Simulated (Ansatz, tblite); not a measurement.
**Ga14P13 zinc blende off sphere (Ga14P13H34−): charged states by level of theory**

What does removing an electron cost or gain for Ga14P13 zinc blende off sphere (Ga14P13H34−)? Each charged state is run at several levels.

Program: Ansatz 0.2.0, Gaussian basis. Level of theory: as each input shows. These are calculated values, not measurements.

Levels to be run: charge 0 doublet, at the geometry of the singlet (PBE0-D4/def2-SVP, PBE-D4/def2-SVP, BLYP-D4/def2-SVP); the starting singlet's energies come from earlier runs.

1 further run of the same task is left out (set aside as unsound or not needed). Runs told in other sessions of the task aren't counted.

**1. The geometry**

The geometry is that of the singlet, from an earlier relaxation (PBE-D4/def2-SVP).

61 atoms, charge -1, spin multiplicity 1.

Atoms are counted from 1 here; the program's logs count them from 0.

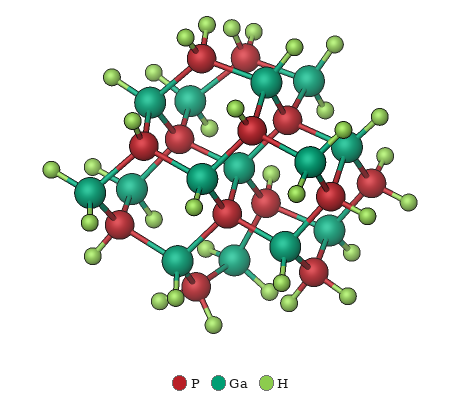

The geometry (phosphorus red, gallium teal, hydrogen green).

The ion is computed in the gas phase, without counter-ions or solvent.

**2. Charge 0 doublet at the fixed geometry, PBE0-D4/def2-SVP**

Contents of in.yaml:

```yaml
crystal:
  periodic: [false, false, false]
  atoms:
    - {symbol: P, position_ang: [-3.606469, -1.163856, 2.250861]}
    - {symbol: P, position_ang: [-3.735858, 1.888192, -0.664357]}
    - {symbol: P, position_ang: [-1.114381, -3.859662, 1.660618]}
    - {symbol: P, position_ang: [1.400768, -3.652517, -0.846756]}
    - {symbol: P, position_ang: [-1.280679, 1.645597, -3.536078]}
    - {symbol: P, position_ang: [1.345564, -0.844209, -3.552442]}
    - {symbol: P, position_ang: [-1.313280, -1.007150, -0.840708]}
    - {symbol: P, position_ang: [-1.214439, 1.722189, 1.905785]}
    - {symbol: P, position_ang: [1.388530, -1.046875, 1.923187]}
    - {symbol: P, position_ang: [1.456045, 1.743156, -0.847812]}
    - {symbol: P, position_ang: [-1.104557, 4.401749, -0.922176]}
    - {symbol: P, position_ang: [3.983508, -1.045612, -0.884165]}
    - {symbol: P, position_ang: [3.717043, 1.911047, 2.073363]}
    - {symbol: Ga, position_ang: [-2.622164, -2.507117, 0.457131]}
    - {symbol: Ga, position_ang: [-2.711781, 0.290036, -2.210985]}
    - {symbol: Ga, position_ang: [-2.954915, 0.899584, 3.368645]}
    - {symbol: Ga, position_ang: [-2.457560, 3.354421, 0.762258]}
    - {symbol: Ga, position_ang: [0.005198, -2.373952, -2.294306]}
    - {symbol: Ga, position_ang: [0.129295, -5.383889, 0.265512]}
    - {symbol: Ga, position_ang: [-0.015070, -2.455992, 3.289222]}
    - {symbol: Ga, position_ang: [2.785796, -2.467807, 0.683717]}
    - {symbol: Ga, position_ang: [0.001131, 0.361866, -5.156487]}
    - {symbol: Ga, position_ang: [0.255592, 3.046638, -2.397076]}
    - {symbol: Ga, position_ang: [2.847443, 0.525394, -2.319094]}
    - {symbol: Ga, position_ang: [0.119596, 0.309740, 0.494066]}
    - {symbol: Ga, position_ang: [2.573601, 0.291833, 3.505127]}
    - {symbol: Ga, position_ang: [2.617641, 3.362959, 0.481944]}
    - {symbol: H, position_ang: [-3.896135, -2.103726, 3.289620]}
    - {symbol: H, position_ang: [-4.963757, -0.942556, 1.838449]}
    - {symbol: H, position_ang: [-4.712211, 2.669172, -1.363511]}
    - {symbol: H, position_ang: [-4.637696, 1.198908, 0.207998]}
    - {symbol: H, position_ang: [-2.014606, -4.679175, 2.421700]}
    - {symbol: H, position_ang: [2.307160, -4.319842, -1.737106]}
    - {symbol: H, position_ang: [-2.126267, 2.518058, -4.299134]}
    - {symbol: H, position_ang: [2.183735, -1.686652, -4.356756]}
    - {symbol: H, position_ang: [-0.288709, 2.456494, 2.712053]}
    - {symbol: H, position_ang: [-1.935840, 5.308409, -1.657570]}
    - {symbol: H, position_ang: [-0.284537, 5.364877, -0.257073]}
    - {symbol: H, position_ang: [4.781535, -1.888213, -1.724701]}
    - {symbol: H, position_ang: [5.062193, -0.357060, -0.239746]}
    - {symbol: H, position_ang: [4.794315, 1.270314, 1.381623]}
    - {symbol: H, position_ang: [4.529279, 2.746463, 2.909076]}
    - {symbol: H, position_ang: [-3.823328, -3.159432, -0.341438]}
    - {symbol: H, position_ang: [-3.884758, -0.414506, -2.999263]}
    - {symbol: H, position_ang: [-4.193722, 1.871993, 3.103615]}
    - {symbol: H, position_ang: [-2.433241, 0.585946, 4.818435]}
    - {symbol: H, position_ang: [-3.332136, 4.401052, 1.553766]}
    - {symbol: H, position_ang: [-0.876798, -3.277628, -3.247255]}
    - {symbol: H, position_ang: [-0.841757, -6.059163, -0.793267]}
    - {symbol: H, position_ang: [1.103268, -6.250501, 1.169849]}
    - {symbol: H, position_ang: [0.921608, -3.336312, 4.217169]}
    - {symbol: H, position_ang: [-1.155615, -1.546621, 3.922511]}
    - {symbol: H, position_ang: [3.828829, -3.356310, 1.469577]}
    - {symbol: H, position_ang: [-0.970299, -0.657669, -5.883767]}
    - {symbol: H, position_ang: [0.894822, 1.396144, -5.961509]}
    - {symbol: H, position_ang: [1.091828, 3.990807, -3.348160]}
    - {symbol: H, position_ang: [3.874317, 1.367220, -3.175980]}
    - {symbol: H, position_ang: [1.552701, 1.199143, 4.314819]}
    - {symbol: H, position_ang: [3.710401, -0.541210, 4.230413]}
    - {symbol: H, position_ang: [1.542304, 4.174859, 1.331403]}
    - {symbol: H, position_ang: [3.702417, 4.131552, -0.382438]}
basis:
  gaussian: {orbitals: def2-SVP, fitting: {mean_field: def2-universal-jkfit}}
magnetization: {spin_polarized: true, initial_magnetization: 1}
hamiltonian: {xc: pbe0, dispersion: d4}
scf: {omitted_lower_state_checks: [starts]}
output: {orbitals: {seedname: orbitals}}
```

Run with:

```console
> ansatz run in.yaml --threads 11 --pin off --events-out ev --progress --plain --max-ram 174080MiB --backend cuda --devices 0, --max-vram 75GiB
```

The program printed:

```text
Functional definition: PBE0
  name "PBE0"
  cite "Adamo & Barone, J. Chem. Phys. 110, 6158 (1999) doi:10.1063/1.478522"
  cite "Perdew, Burke & Ernzerhof, Phys. Rev. Lett. 77, 3865 (1996) doi:10.1103/PhysRevLett.77.3865"
  parent pbe
  parameter a = 0.25
  parameter kappa = 0.804
  parameter beta = 0.06672455060314922
  exchange = (1 - a)*pbe_x(kappa = kappa, mu = beta*pi^2/3) + a*exact_x
  correlation = pbe_c(beta = beta)
these checks for a lower state are left out or cut short: starts
6000 factors; integrals over basis functions are off by at most 3.5e-1 eV
mean field evaluation 1: about -854336.1675 eV, gradient 5.2e1 eV
mean field evaluation 2: about -854331.6891 eV, gradient 6.5e1 eV
mean field evaluation 4: about -854344.1836 eV, gradient 5.3e0 eV
mean field evaluation 8: about -854344.3557 eV, gradient 1.5e0 eV
mean field evaluation 16: about -854344.3911 eV, gradient 8.7e-2 eV
mean field evaluation 32: about -854344.4155 eV, gradient 1.9e-5 eV
mean field -854344.41548686 eV, -31396.5781736984 hartree, gradient 4.1e-6 eV, S^2 0.753846; 0 other end points of the search recorded, 0 dependent functions left out
reference -854344.41557487 eV, -31396.5781769327 hartree; 332, 331 occupied and 520, 521 virtual orbitals, 6000 factors
Total energy: -854349.90778236 eV, -31396.7800118350 hartree
Checks for a lower state left out: starts
```

It took 45 s on 1 × H100 with 11 threads of AMD EPYC 7R13, shared host; peak host memory 1.7 GiB.

HOMO -7.09 eV, LUMO -6.23 eV (over both spins); ⟨S²⟩ 0.754 (pure: 0.75).

**3. Charge 0 doublet at the fixed geometry, PBE-D4/def2-SVP**

start.molden holds the orbitals of an earlier run on this state, given as this run's starting guess.

Changes to in.yaml since step 2:

```diff
@@ -65,5 +65,5 @@
 basis:
-  gaussian: {orbitals: def2-SVP, fitting: {mean_field: def2-universal-jkfit}}
+  gaussian: {orbitals: def2-SVP, fitting: {mean_field: def2-universal-jkfit}, initial_orbitals: start.molden}
 magnetization: {spin_polarized: true, initial_magnetization: 1}
-hamiltonian: {xc: pbe0, dispersion: d4}
+hamiltonian: {xc: pbe, dispersion: d4}
 scf: {omitted_lower_state_checks: [starts]}
```

The command is unchanged.

The program printed:

```text
Functional definition: PBE
  name "PBE"
  cite "Perdew, Burke & Ernzerhof, Phys. Rev. Lett. 77, 3865 (1996) doi:10.1103/PhysRevLett.77.3865"
  parent pbe
  parameter kappa = 0.804
  parameter beta = 0.06672455060314922
  exchange = pbe_x(kappa = kappa, mu = beta*pi^2/3)
  correlation = pbe_c(beta = beta)
these checks for a lower state are left out or cut short: starts
6000 factors; integrals over basis functions are off by at most 3.5e-1 eV
mean field evaluation 1: about -854315.8389 eV, gradient 1.5e1 eV
mean field evaluation 2: about -854316.7989 eV, gradient 9.2e-1 eV
mean field evaluation 4: about -854316.7979 eV, gradient 1.5e-1 eV
mean field evaluation 8: about -854316.8064 eV, gradient 1.9e-1 eV
mean field evaluation 16: about -854316.8069 eV, gradient 1.2e-4 eV
mean field -854316.80688433 eV, -31395.5635762692 hartree, gradient 2.4e-6 eV, S^2 0.750727; 0 other end points of the search recorded, 0 dependent functions left out
reference -854316.80700164 eV, -31395.5635805800 hartree; 332, 331 occupied and 520, 521 virtual orbitals, 6000 factors
Total energy: -854322.78731304 eV, -31395.7833529705 hartree
Checks for a lower state left out: starts
```

Run time: 17 s. Hardware: 1 × H100 with 11 threads of AMD EPYC 7R13, shared host; peak host memory 1.7 GiB.

Report: HOMO -6.08 eV, LUMO -6.09 eV (over both spins; with the spin held, an empty level of the minority spin lies below the top filled one); ⟨S²⟩ 0.751 (pure: 0.75).

**4. Charge 0 doublet at the fixed geometry, BLYP-D4/def2-SVP**

Changes to in.yaml since step 3:

```diff
@@ -67,3 +67,3 @@
 magnetization: {spin_polarized: true, initial_magnetization: 1}
-hamiltonian: {xc: pbe, dispersion: d4}
+hamiltonian: {xc: {name: BLYP}, dispersion: d4}
 scf: {omitted_lower_state_checks: [starts]}
```

Launched as before.

The program printed:

```text
Functional definition: BLYP
  name "BLYP"
  cite "Becke, Phys. Rev. A 38, 3098 (1988) doi:10.1103/PhysRevA.38.3098"
  cite "Lee, Yang & Parr, Phys. Rev. B 37, 785 (1988) doi:10.1103/PhysRevB.37.785"
  parameter beta = 0.0042
  parameter a = 0.04918
  parameter b = 0.132
  parameter c = 0.2533
  parameter d = 0.349
  exchange = b88_x(beta = beta)
  correlation = lyp_c(a = a, b = b, c = c, d = d)
these checks for a lower state are left out or cut short: starts
6000 factors; integrals over basis functions are off by at most 3.5e-1 eV
mean field evaluation 1: about -854501.8971 eV, gradient 1.9e1 eV
mean field evaluation 2: about -854503.4099 eV, gradient 1.3e0 eV
mean field evaluation 4: about -854503.4211 eV, gradient 1.5e-1 eV
mean field evaluation 8: about -854503.4325 eV, gradient 1.1e-1 eV
mean field evaluation 16: about -854503.4327 eV, gradient 2.6e-3 eV
mean field -854503.43270227 eV, -31402.4219485789 hartree, gradient 2.7e-6 eV, S^2 0.750782; 0 other end points of the search recorded, 0 dependent functions left out
reference -854503.43366234 eV, -31402.4219838609 hartree; 332, 331 occupied and 520, 521 virtual orbitals, 6000 factors
Total energy: -854515.17542396 eV, -31402.8534856414 hartree
Checks for a lower state left out: starts
```

Wall time 16 s (1 × H100 with 11 threads of AMD EPYC 7R13, shared host); peak host memory 1.7 GiB.

Report: HOMO -5.92 eV, LUMO -5.92 eV (over both spins; with the spin held, an empty level of the minority spin lies below the top filled one); ⟨S²⟩ 0.751 (pure: 0.75).

**5. Vertical ionisation energy**

Charged state less starting state, singlet to doublet; the starting state's energies are those of its earlier runs.

```csv
level,vertical ionisation energy (eV),time
PBE-D4/def2-SVP,+4.84,24 s
BLYP-D4/def2-SVP,+4.74,24 s
PBE0-D4/def2-SVP,+5.38,55 s
```

Times add the two runs; a level without a time comes out of a correlated run.

Beside −ε(HOMO) of the starting state:

| level | −ε(HOMO) (eV) | by difference (eV) | mismatch (eV) |
| --- | --- | --- | --- |
| PBE-D4/def2-SVP | 3.34 | 4.84 | -1.49 |
| BLYP-D4/def2-SVP | 3.16 | 4.74 | -1.58 |
| PBE0-D4/def2-SVP | 4.35 | 5.38 | -1.03 |

**6. Results**

```
                                           quantity                                value
vertical ionisation energy, functionals in def2-SVP  4.74 (BLYP-D4) to 5.38 eV (PBE0-D4)
```

In words: The vertical ionisation energy spans 4.74 to 5.38 eV over the functionals. −ε(HOMO) misses the level's own difference by -1.03 eV at best (PBE0-D4) and -1.58 eV at worst (BLYP-D4).
